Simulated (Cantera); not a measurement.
Input: 1 mol Si, 9.8 mol HBr, 2.1 mol N₂, held at 950 °C.

Method: chemical equilibrium by Gibbs-energy minimisation in Cantera with the NASA 1993 tables (ideal gas, pure condensed phases). Candidate condensed phases: Br₂, Si, Si₃N₄; 28 gas species. N₂ is the only nitrogen source here; it is nearly inert below about 1500 K, so the nitride shown seldom forms there in practice. The tables' values for SiBr₃ are old estimates; treat these amounts as uncertain. The numbers say what is thermodynamically allowed, not how fast it happens.

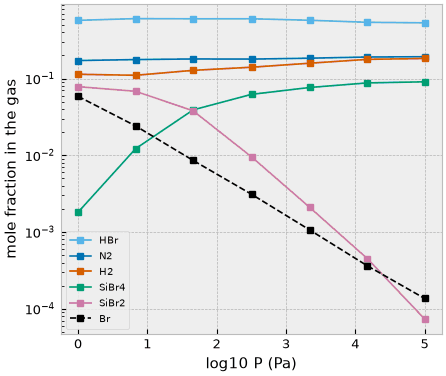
Equilibrium gas composition (values under 1e-9 drawn at 1e-9)

Q: Read off the mole fractions at 3.20 mbar.

A: HBr about 0.60, N₂ about 0.18, H₂ about 0.14, SiBr₄ about 0.062, SiBr₂ about 0.0095, Br about 0.0031.
